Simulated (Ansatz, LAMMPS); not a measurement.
# Electronic structure of K+ triflate in vinylene carbonate and dimethyl carbonate and a fluorinated ether (TTE) at 380 K (149 atoms)

What does DFT give for K+ triflate in vinylene carbonate and dimethyl carbonate and a fluorinated ether (TTE) at 380 K (149 atoms) as built?

Calculated with Ansatz 0.2.0; Kohn-Sham DFT, r2SCAN+D4, PAW (set soft_2), plane waves.

## Step 1: Starting point

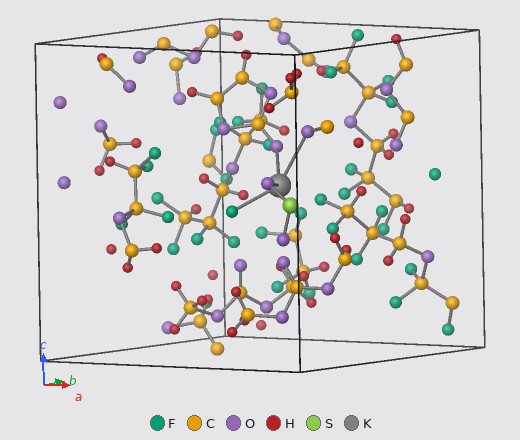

Start, viewed from a free direction; fluorine teal, carbon orange, oxygen purple, hydrogen red, sulfur green, potassium grey. Bonds to atoms that aren't drawn are left out. Some periodic images of atoms are drawn too.

The cell holds 149 atoms: 35 F, 42 C, 28 O, 42 H, 1 S and 1 K. Cell: a = 12.887 Å, b = 12.887 Å, c = 12.887 Å, α = 90.0°, β = 90.0°, γ = 90.0°. 4 vinylene carbonate, 3 dimethyl carbonate, 4 a fluorinated ether (TTE), 1 K+, 1 triflate placed at random, at 1.34 g/cm³; overlaps pushed apart, then 10 ps at 550 K with Joung-Cheatham ions (J. Phys. Chem. B 112, 9020 (2008)); MMFF94 bonds, angles, torsions, charges and radii (Halgren, J. Comput. Chem. 17, 490 (1996)) in harmonic and 12-6 forms; charges of ions scaled by 0.8. Snapshot after 30 ps at 380 K and fixed volume.

Limits known from the start: The network of contacts between molecules at the start is that of the classical potential that made the cell, and needn't be the one that DFT or experiment would give. The density was typed from a rule of thumb and may lie off the real one at this temperature. Only the Γ point is sampled, in a cell whose shortest periodic width is 13 Å.

## Step 2: Making the structure

A classical potential supplies the starting structure, since it reaches far longer times than DFT.

This step: classical MD, Joung-Cheatham ions (J. Phys. Chem. B 112, 9020 (2008)); MMFF94 bonds, angles, torsions, charges and radii (Halgren, J. Comput. Chem. 17, 490 (1996)) in harmonic and 12-6 forms; charges of ions scaled by 0.8 (LAMMPS 22 Jul 2025 - Update 4).

Contents of in.lmp:

```
# K+ triflate in vinylene carbonate and dimethyl carbonate and a fluorinated ether (TTE)
units real
atom_style full
boundary p p p
bond_style harmonic
angle_style harmonic
dihedral_style opls
improper_style harmonic
special_bonds lj 0 0 0.5 coul 0 0 0.75
read_data data.lmp
neigh_modify delay 0 every 1 check yes one 4000
comm_modify cutoff 12.0
timestep 0.5
thermo_style custom step time temp pe press density
thermo_modify norm yes
# push overlapping molecules apart
pair_style soft 2.6
pair_coeff * * 0.0
variable a equal ramp(1,60)
fix ad all adapt 1 pair soft a * * v_a
velocity all create 550 50659 mom yes dist gaussian
fix lim all nve/limit 0.03
fix lan all langevin 550 550 50 50660 zero yes
thermo 1000
run 3000 post no
unfix ad
pair_style lj/cut/coul/long 9.0
pair_modify mix arithmetic tail yes
pair_coeff 1 1 0.0801 2.5590   # F
pair_coeff 2 2 0.0678 3.3680   # C
pair_coeff 3 3 0.0763 3.0430   # O
pair_coeff 4 4 0.0216 2.5400   # H
pair_coeff 5 5 0.0678 3.4070   # C
pair_coeff 6 6 0.0763 2.9870   # O
# [... 22 lines left out ...]
compute msd all msd com yes
thermo 7500
fix md all nvt temp 380 380 100
run 30000 post no
print "== T380: mean square displacement over the hold $(c_msd[4]:%.2f) A^2"
unfix md
uncompute msd
write_dump all custom T380.dump id type xs ys zs modify sort id
```

On the command line:

```console
$ lmp -in in.lmp -log none -nocite
```

The log of the run:

```text
LAMMPS (22 Jul 2025 - Update 4)
Reading data file ...
  orthogonal box = (0 0 0) to (12.88683 12.88683 12.88683)
  149 atoms
  orthogonal box = (0 0 0) to (12.88683 12.88683 12.88683)
  140 bonds
  231 angles
  219 dihedrals
  15 impropers
   Step          Time           Temp          PotEng         Press         Density
         0   0              550            0.50384474    -1736.676       1.3429993
      1000   500            507.53471      1.7002022      8560.4282      1.3429993
      2000   1000           523.86087      1.6733497      7860.0023      1.3429993
      3000   1500           484.85696      1.9940911      5039.4447      1.3429993
Loop time of 0.255383 s on 1 MPI rank(s) for 3000 steps with 149 atoms
PPPM initialization ...
WARNING: System is not charge neutral, net charge = -8e-05
  G vector (1/distance) = 0.30037665
  grid = 8 8 8
  estimated relative force accuracy = 3.1765533e-05
   Step          Time           Temp          PotEng         Press         Density
      3000   1500           484.85696      4.4192656      5169.4673      1.3429993
      3100   1550           484.85696      2.1358858      775.16769      1.3429993
      3200   1600           484.85696      2.0270991      1935.1553      1.3429993
      3300   1650           484.85696      1.9595718      1294.1874      1.3429993
[... 3 lines left out ...]
  Energy initial, next-to-last, final =
       4.4192656351743   1.95988465721158   1.95957181576738
  Force two-norm initial, final = 618.32341 12.690159
  Iterations, force evaluations = 300 598
   Step          Time           Temp          PotEng         Press         Density
         0   0              550            1.9595718      1908.0322      1.3429993
      1000   500            533.9208       3.4926467      151.05796      1.3429993
      2000   1000           552.49472      3.5490618     -3942.153       1.3429993
Loop time of 0.807583 s on 1 MPI rank(s) for 2000 steps with 149 atoms
   Step          Time           Temp          PotEng         Press         Density
      2000   1000           552.49472      3.5490618     -3942.153       1.3429993
[... 5 lines left out ...]
Loop time of 4.18541 s on 1 MPI rank(s) for 10000 steps with 149 atoms
   Step          Time           Temp          PotEng         Press         Density
[... 4 lines left out ...]
Loop time of 2.06156 s on 1 MPI rank(s) for 5000 steps with 149 atoms
   Step          Time           Temp          PotEng         Press         Density
[... 2 lines left out ...]
     30000   29000          378.65384      2.9283044     -4729.222       1.3429993
     37500   36500          335.40787      3.1137473     -7465.8974      1.3429993
     45000   44000          384.93939      2.8883823     -4114.1158      1.3429993
     47000   46000          403.23742      2.9542825     -4210.2199      1.3429993
Loop time of 12.2945 s on 1 MPI rank(s) for 30000 steps with 149 atoms
== T380: mean square displacement over the hold 28.22 A^2
```

Elapsed: 20 s, on 1 thread of Arm Neoverse V2, shared host; peak memory 0.13 GiB.

The input also reads data.lmp (atoms, bonds and types; not printed here).

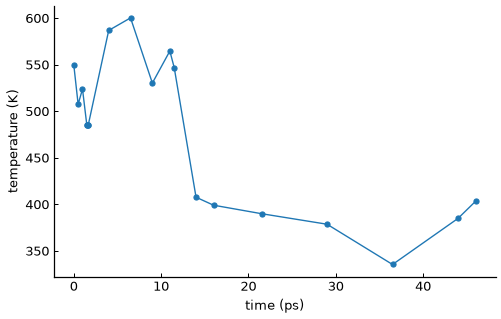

Temperature, plotted against time.

## Step 3: Plane-wave single point

One self-consistent run at the given positions yields energy and forces.

Contents of input.yaml:

```yaml
crystal:
  lattice:
    - [12.88683, 0.0, 0.0]
    - [0.0, 12.88683, 0.0]
    - [0.0, 0.0, 12.88683]
  atoms:
    - { symbol: F, position: [0.3482, 0.7343, 0.8138] }
    - { symbol: C, position: [0.33074, 0.7464, 0.7124] }
    - { symbol: F, position: [0.22562, 0.773, 0.70098] }
    - { symbol: C, position: [0.34612, 0.64124, 0.66276] }
    - { symbol: F, position: [0.30834, 0.55976, 0.71933] }
    - { symbol: F, position: [0.45212, 0.6216, 0.64971] }
    - { symbol: O, position: [0.29392, 0.64296, 0.56754] }
    - { symbol: C, position: [0.32005, 0.55053, 0.50817] }
    - { symbol: C, position: [0.26937, 0.54823, 0.40218] }
    - { symbol: F, position: [0.28792, 0.45384, 0.35929] }
    - { symbol: F, position: [0.31764, 0.61073, 0.33876] }
    - { symbol: C, position: [0.15232, 0.58117, 0.4125] }
    - { symbol: F, position: [0.09198, 0.51758, 0.4763] }
    - { symbol: F, position: [0.11023, 0.57368, 0.31241] }
    - { symbol: H, position: [0.37719, 0.80919, 0.67664] }
    - { symbol: H, position: [0.40061, 0.5495, 0.49442] }
    - { symbol: H, position: [0.30217, 0.47608, 0.54868] }
    - { symbol: H, position: [0.13842, 0.6603, 0.43179] }
    - { symbol: F, position: [0.67635, 0.79597, 0.98871] }
    - { symbol: C, position: [0.64455, 0.76108, 0.89018] }
    - { symbol: F, position: [0.66813, 0.65935, 0.88223] }
    - { symbol: C, position: [0.68956, 0.8313, 0.80523] }
    - { symbol: F, position: [0.79132, 0.81325, 0.78065] }
    - { symbol: F, position: [0.69527, 0.93129, 0.83418] }
    - { symbol: O, position: [0.62372, 0.82367, 0.71143] }
    - { symbol: C, position: [0.68045, 0.88531, 0.63292] }
    - { symbol: C, position: [0.62915, 0.90444, 0.52891] }
    - { symbol: F, position: [0.53492, 0.94645, 0.54908] }
    - { symbol: F, position: [0.60357, 0.81128, 0.4855] }
    - { symbol: C, position: [0.68759, 0.9718, 0.45311] }
    - { symbol: F, position: [0.69783, 0.06979, 0.49055] }
    - { symbol: F, position: [0.63113, 0.9806, 0.36142] }
    [... 111 atom lines left out ...]
    - { symbol: O, position: [0.87413, 0.01792, 0.5893] }
    - { symbol: C, position: [0.02629, 0.8928, 0.5621] }
    - { symbol: F, position: [0.95404, 0.81148, 0.55909] }
    - { symbol: F, position: [0.11287, 0.86365, 0.50974] }
    - { symbol: F, position: [0.05503, 0.89395, 0.66118] }
    - { symbol: K, position: [0.77923, 0.21351, 0.56447] }
kpoints:
  mp_grid: { grid: [1, 1, 1] }
hamiltonian:
  xc: r2scan
  dispersion: d4
scf:
  occupations: { method: fixed }
output:
  forces: true
  stress: true
  populations: true
  dos:
    method: { smearing: { sigma: 0.1 } }
    de: 0.1
    projected: { site_lists: { C: [C], F: [F], H: [H], K: [K], O: [O] } }
  eigenvalues: true
  write_density: true
  write_potential: true
  volumetric_format: npy
```

On the command line:

```console
$ ansatz run input.yaml --threads 8 --pin off --max-ram 15872MiB --backend cpu --events-out ev --progress --plain --runs-dir out
```

The log of the run:

```text
Engine: ansatz 0.2.0, aarch64-unknown-linux-gnu
Pseudopotentials: kind: paw
Pseudopotential: F, paw, valence charge 7, recommended cutoff 500 eV (meta_gga), F.paw.azcp
Pseudopotential: C, paw, valence charge 4, recommended cutoff 500 eV (meta_gga), C.paw.azcp
Pseudopotential: O, paw, valence charge 6, recommended cutoff 500 eV (meta_gga), O.paw.azcp
Pseudopotential: H, paw, valence charge 1, recommended cutoff 500 eV (meta_gga), H.paw.azcp
Pseudopotential: S, paw, valence charge 6, recommended cutoff 500 eV (meta_gga), S.paw.azcp
Pseudopotential: K, paw, valence charge 9, recommended cutoff 500 eV (meta_gga), K.paw.azcp
[... 6 lines on functional and potentials left out ...]
Crystal: 149 atoms, lattice volume = 2140.121 Å³
Basis set: ecut = 500 eV, 54435 PW (Γ), exchange–correlation on 384×384×384 points (64 copies of the dense FFT grid, shifted against one another)
Bands: 468, of which v1, the nominal top of the filled ones, is band 319 counted from 1 (318 counted from 0)
Symmetry: 1 space group operations
Space group: P1 (ITA 1), of the structure as read, at distance tolerance 1.3e-4 Å
k-points: 1
[... 18 lines on functional and potentials left out ...]
Initial density: superposition of atomic densities (neutral atoms: chi_scale 0, normalization atom), corrected by the library's trained network
Initial wavefunctions: pseudopotential atomic-orbital guess
Functional: x = r2scan, c = r2scan; τ floored in thin density (d = 2e-4 eV/Å³)
SCF iter   1: F=—  HF=-57907.745896 eV  |F-HF|=—  |Δ(HF+E_count)|=         —  Δρ=1.02e-2  dr2=2.15e0  dr2_τ=1.30e1  ethr=1.77e-3  ⟨swp⟩=4.0  Hψ=1693  notcnv=0  defer=145
preconditioner: auto → Resta (q_TF=auto, 2.230 Å⁻¹)  ε∞=2.3  [insulator: Δε(μ)=5.105 eV  Ē_g=16.341 eV  n_scr=388 (ndim 8)  ℏωp=18.9 eV  f_vac=0.379  ε∞_Penn≈2.3]
SCF iter   2: F=—  HF=-57907.756940 eV  |F-HF|=—  |Δ(HF+E_count)|=   1.10e-2  Δρ=4.88e-3  dr2=2.85e-1  dr2_τ=6.87e-2  ethr=3.37e-4  ⟨swp⟩=3.0  Hψ=850  notcnv=0  defer=143
SCF iter   3: F=—  HF=-57907.753343 eV  |F-HF|=—  |Δ(HF+E_count)|=   3.60e-3  Δρ=2.16e-3  dr2=8.74e-2  dr2_τ=6.19e-3  ethr=4.47e-5  ⟨swp⟩=3.0  Hψ=602  notcnv=0  defer=147
SCF iter   4: F=—  HF=-57907.764983 eV  |F-HF|=—  |Δ(HF+E_count)|=   1.16e-2  Δρ=9.55e-4  dr2=1.97e-2  dr2_τ=2.55e-3  ethr=1.37e-5  ⟨swp⟩=3.0  Hψ=602  notcnv=0  defer=147
SCF iter   5: F=—  HF=-57907.766771 eV  |F-HF|=—  |Δ(HF+E_count)|=   1.79e-3  Δρ=3.17e-4  dr2=2.54e-3  dr2_τ=1.97e-4  ethr=3.09e-6  ⟨swp⟩=2.0  Hψ=825  notcnv=0  defer=147
SCF iter   6: F=—  HF=-57907.769053 eV  |F-HF|=—  |Δ(HF+E_count)|=   2.28e-3  Δρ=1.21e-4  dr2=3.76e-4  dr2_τ=3.15e-5  ethr=3.99e-7  ⟨swp⟩=2.0  Hψ=608  notcnv=0  defer=147
SCF iter   7: F=—  HF=-57907.769773 eV  |F-HF|=—  |Δ(HF+E_count)|=   7.21e-4  Δρ=8.15e-5  dr2=1.22e-4  dr2_τ=1.56e-5  ethr=5.89e-8  ⟨swp⟩=2.0  Hψ=614  notcnv=0  defer=147
SCF iter   8: F=—  HF=-57907.769847 eV  |F-HF|=—  |Δ(HF+E_count)|=   7.39e-5  Δρ=1.89e-5  dr2=8.40e-6  dr2_τ=7.54e-7  ethr=1.91e-8  ⟨swp⟩=2.0  Hψ=612  notcnv=0  defer=144
SCF iter   9: F=—  HF=-57907.773081 eV  |F-HF|=—  |Δ(HF+E_count)|=   3.23e-3  Δρ=1.18e-5  dr2=2.75e-6  dr2_τ=3.11e-7  ethr=1.32e-9  ⟨swp⟩=2.0  Hψ=748  notcnv=0  defer=143
SCF iter  10: F=—  HF=-57907.773086 eV  |F-HF|=—  |Δ(HF+E_count)|=   5.51e-6  Δρ=3.14e-6  dr2=2.56e-7  dr2_τ=2.45e-8  ethr=4.30e-10  ⟨swp⟩=2.0  Hψ=640  notcnv=0  defer=144
SCF iter  11: F=-57907.773088 eV  HF=-57907.773087 eV  |F-HF|=2.60e-7  |Δ(HF+E_count)|=   1.45e-6  Δρ=1.33e-6  dr2=4.38e-8  dr2_τ=3.61e-9  ethr=1.57e-11  ⟨swp⟩=24.0  Hψ=4571  notcnv=0
SCF 1 converged in 11 iterations: F = -57907.773088 eV  dr2 = 4.38e-8
  greatest PAW one-centre occupation: 0.989 electrons in one spin orbital (limit 2), on the K atom at site 148 (counted from 0), in its partial waves of l = 0
WARN: The output density's exchange-correlation potential varies sharply where the density is thin. Do not read a vacuum level from v_tot or v_xc, or from such a field of the output density. On a cell that repeats whose density bears no net charge and no dipole along the vacuum's axis use v_es (v_loc + v_h of the components); [...]
SCF converged after 11 iterations
Free energy (F): -57907.773088 eV
Harris-Foulkes:  -57907.773087 eV  (|F-HF|=2.60e-7)
Internal energy: -57907.773088 eV  (E = F + TS)
E sigma→0 (E₀):  -57907.773088 eV
Fermi energy:    -0.967108 eV
--- Per-component energies (eV) ---
  E_band       = -7161.199653
  E_kinetic    = 16887.027660
  E_local      = -79578.941635  (includes V_loc(G=0)·N_el)
  E_nonlocal   = 5095.812017
  E_hartree    = 32017.504420
  E_xc         = -7338.702516
  E_vxc        = -10520.797086  (∫ρ·V_xc dr)
  E_paw        = -17232.908133  (= ΣΔE_a)
  E_vpaw       = -3795.439595  (= ΣTr[D̂ρ^β])
  E_aug_tail   = 0.044656  (compensation charges beyond the density's cutoff)
  E_vtau       = 716.092362  (kinetic-family band-sum trace: ∫τ·v_τ [+ j·A + Jᵃ·Aᵃ] dr)
  E_ewald      = -7751.195890
  E_disp       = -3.074167  (pairwise vdW)
  E_core_change = -3.339498  (= ΣΔE_core)
  E_smearing   = -0.000000  (= −TS)
  E_closure    = 0.000000  (closes the sum)
  Σ components = -57907.773088   (vs F -57907.773088, Δ=0.00e0)
--- Forces (eV/Å), atoms counted from 1 ---
  atom   1  F      0.38018011     0.32983017     0.51794482
  atom   2  C     -1.57004866     0.55219338    -0.36412964
  atom   3  F      1.54803418    -0.24431323     0.23698287
  atom   4  C     -0.09552134    -1.32409251    -2.14044715
  atom   5  F      0.47904174     0.90184509     0.05872189
  atom   6  F     -1.36729862     0.43472358     0.40581158
  atom   7  O      0.99383902    -0.90492430     0.33064183
  atom   8  C     -0.50125161    -0.99467935     0.65549275
  atom   9  C     -0.79133987    -0.54764995     2.11013458
  atom  10  F     -1.18208579    -0.47696687     0.56728294
  atom  11  F      0.34341717     2.22227618    -1.26821924
  atom  12  C     -1.10094506    -1.64395806    -1.84198197
  atom  13  F      1.44639411     0.75637942    -0.92789419
  atom  14  F      0.24646506    -0.34242926     0.66179543
[...]
atom 148  F     -0.09713570     0.94533806     0.14687010
  atom 149  K      0.41615437     0.75964508     0.18510837
  max |Σ_I F_I| component: 1.40e-4 eV/Å
--- Stress (GPa, compression-positive) ---
       -1.885637      -0.054862      -0.682660
       -0.054863      -0.657533       0.795165
       -0.682660       0.795166      -1.778447
  P = ⅓ Tr σ = -1.4405 GPa (-14.405 kbar)
--- Band table (eV) ---
  k-point 0: bands = ["-30.3376", "-29.6056", "-29.5411", "-29.4496", [... 452 levels ...], "10.0240", "10.0577", "10.0991", "10.1263", "10.1611", "10.1823", "10.2175", "10.2300", "10.2760", "10.3183", "10.3559", "10.3616"]
--- Löwdin populations: 149 sites ---
  site symbol       q [e]
     0      F      7.2404
     1      C      3.4971
     2      F      7.2732
[...]
148      K      8.1285
  spilling = 0.011823 (of n_electrons = 638.000000)
```

Elapsed: 55 s, on 8 threads of Arm Neoverse V2, shared host; peak memory 6.1 GiB; 7 min of CPU time.

The program notes that the exchange-correlation potential is rough where the density is thin.

Read from the output:

```yaml
free_energy: -57907.7731 eV
free_energy_per_atom: -388.6428 eV/atom
scf_cycles: 11
pressure: -1.441 GPa
r_m_s_force_component: 1.134 eV/Å
longest_force: 4.813 eV/Å
fermi_energy: -0.9671 eV
spacing_of_highest_filled_and_lowest_empty_level: 5.03 eV
spilling_of_the_projection: 0.01182
```

Neighbours are counted within 1.82 Å (C-C), 1.34 Å (C-H), 1.62 Å (C-F), 1.73 Å (C-O), 2.17 Å (C-S), 3.04 Å (F-K), 3.15 Å (O-K), 1.88 Å (O-S).

Length of the force by element and coordination:

```csv
element,coordination,atoms,mean length of the force (eV/Å),spread,least,most
C,all,42,2.40,0.971,0.759,4.73
C,3,15,2.69,1.19,0.969,4.73
C,4,27,2.23,0.778,0.759,3.78
F,all,35,1.31,0.435,0.515,2.58
F,1,34,1.32,0.44,0.515,2.58
F,2,1,1.13,0,1.13,1.13
H,all,42,1.04,0.491,0.141,2.03
K,all,1,0.886,0,0.886,0.886
O,all,28,2.12,0.905,0.825,4.08
O,1,6,1.86,0.629,0.897,2.66
O,2,22,2.19,0.955,0.825,4.08
S,all,1,4.81,0,4.81,4.81
```

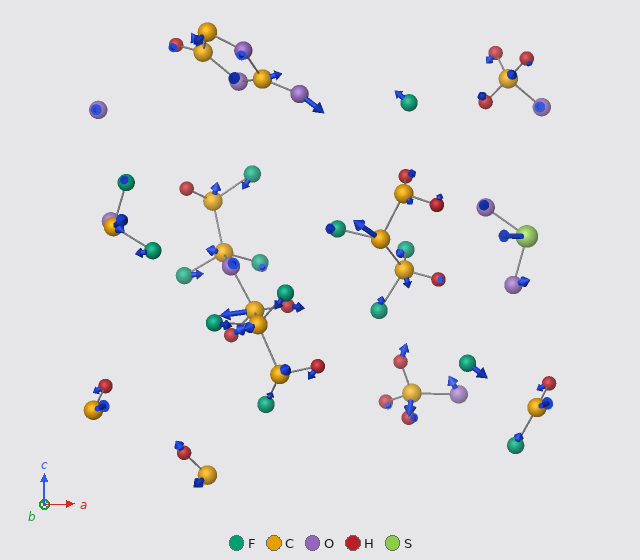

Forces as arrows; the longest in the cell is 4.81 eV/Å. Drawn is a slice 4 Å thick, seen along the normal of the ac plane. Bonds to atoms that aren't drawn are left out.

Löwdin charges by element and coordination (they lack the spilled electrons, 0.051 e an atom on average):

| element | coordination | atoms | mean charge (e) | spread | least | most |
| --- | --- | --- | --- | --- | --- | --- |
| C | all | 42 | 0.341 | 0.375 | -0.234 | 0.794 |
| C | 3 | 15 | 0.368 | 0.358 | 0.0055 | 0.757 |
| C | 4 | 27 | 0.326 | 0.383 | -0.234 | 0.794 |
| F | all | 35 | -0.256 | 0.0174 | -0.289 | -0.214 |
| F | 1 | 34 | -0.256 | 0.0176 | -0.289 | -0.214 |
| F | 2 | 1 | -0.262 | 0 | -0.262 | -0.262 |
| H | all | 42 | 0.221 | 0.0208 | 0.160 | 0.256 |
| K | all | 1 | 0.872 | 0 | 0.872 | 0.872 |
| O | all | 28 | -0.368 | 0.175 | -0.847 | -0.203 |
| O | 1 | 6 | -0.535 | 0.188 | -0.802 | -0.379 |
| O | 2 | 22 | -0.323 | 0.141 | -0.847 | -0.203 |
| S | all | 1 | 2.35 | 0 | 2.35 | 2.35 |

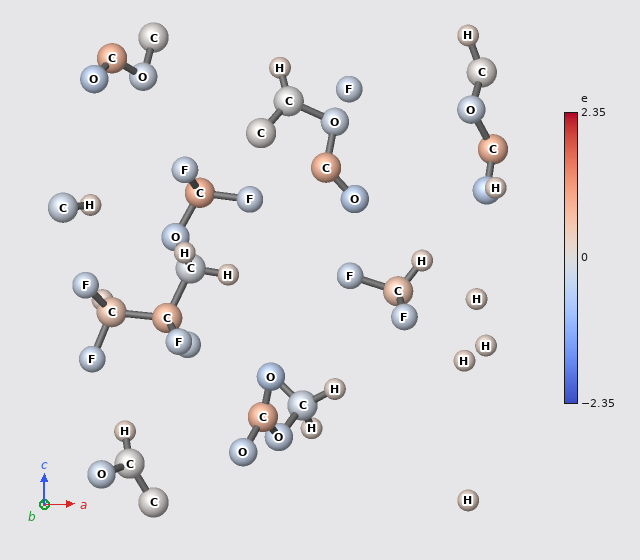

Atoms coloured by Löwdin charge. Drawn is a slice 4 Å thick, seen along the normal of the ac plane. Bonds to atoms that aren't drawn are left out.

States in the cell by windows of 1 eV, zero at the Fermi level; the larger projections on atomic orbitals stand beside the total:

```csv
from (eV),to (eV),total,F p,O p,C p,H s,C s
-18,-17,0.0,0.0,0.0,0.0,0.0,0.0
-17,-16,1.3,0.1,0.1,0.2,0.1,0.6
-16,-15,7.3,0.8,0.5,1.4,0.5,3.2
-15,-14,15.0,1.4,1.3,2.8,1.0,6.6
-14,-13,9.0,0.7,2.1,0.7,1.1,3.2
-13,-12,13.6,1.7,0.6,1.5,1.2,3.1
-12,-11,21.5,3.5,4.8,3.5,2.1,4.5
-11,-10,18.6,5.0,3.8,4.0,0.7,2.0
-10,-9,30.9,14.8,2.0,9.9,1.3,0.5
-9,-8,42.4,18.9,4.7,11.8,2.6,1.2
-8,-7,41.8,13.4,9.8,13.0,2.4,0.7
-7,-6,32.2,8.2,8.3,8.8,4.0,0.9
-6,-5,68.1,36.4,16.1,8.0,3.0,0.4
-5,-4,93.4,59.4,18.0,9.6,3.5,0.8
-4,-3,40.7,14.9,11.3,9.4,3.7,0.4
-3,-2,27.9,7.0,10.8,5.7,3.0,0.3
-2,-1,35.1,1.5,28.5,2.3,1.9,0.1
-1,0,8.9,0.0,4.9,3.8,0.0,0.0
0,1,2.2,0.0,1.5,0.7,0.0,0.0
1,4,0.0,0.0,0.0,0.0,0.0,0.0
4,5,0.7,0.0,0.2,0.3,0.0,0.0
```

With fixed occupations the program's Fermi level is the highest filled level; weight inside the gap is the broadening of levels at its edges.

Between -26 and -18 eV lie 73 more states.

The stored curve holds about 583 of the 638 electrons; the rest, give or take the few that broadening carries across the Fermi level, lie in deeper levels below its range.

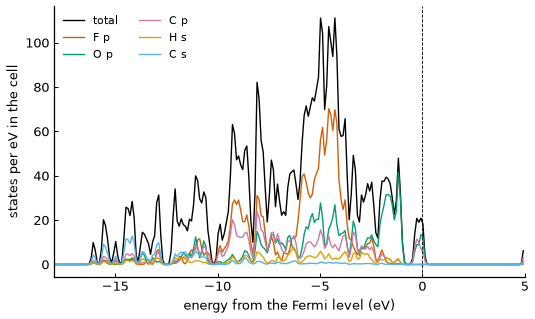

Total and projected density of states, with the broadening of the input.

Not all projections were asked for or kept, so they needn't add up to the total.

The levels nearest the highest filled one (over half full), pooled over k-points and spins:

```
level less the highest filled one (eV)  occupation
                                 -1.04           2
                                -0.346           2
                                -0.259           2
                                -0.165           2
                               -0.0238           2
                                     0           2
                                  5.03           0
                                  5.08           0
                                  5.12           0
                                  5.19           0
                                  5.22           0
                                  5.29           0
```

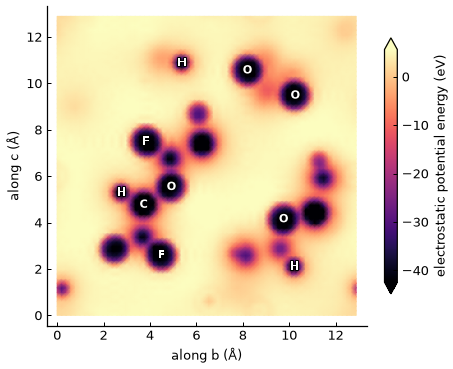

Electrostatic potential energy in the bc plane at fractional x = 0.308, with atoms of F and O and C and H within 0.2 Å of it. With pseudopotentials it is smooth inside the atoms' cores, unlike the true potential. The map starts off the cell's origin, so that atoms lie inside it.

(Continued in part 2 of 2.)

[Logs are printed without paths, hosts, clocks, repeated set-up lines and the standing remarks that a program may print on its own settings, such as how far it seeks lower states.]

[Hosts, paths, dates, database ids (printed as entryN), source tags and the programs' standing remarks are cut or masked in the printed files.]

[The MMFF94 radii named for the starting cell were scaled by 0.96; in molecules described by MMFF94, hydrogen bound to N, O or S took a small fixed 12-6 site in their place.]
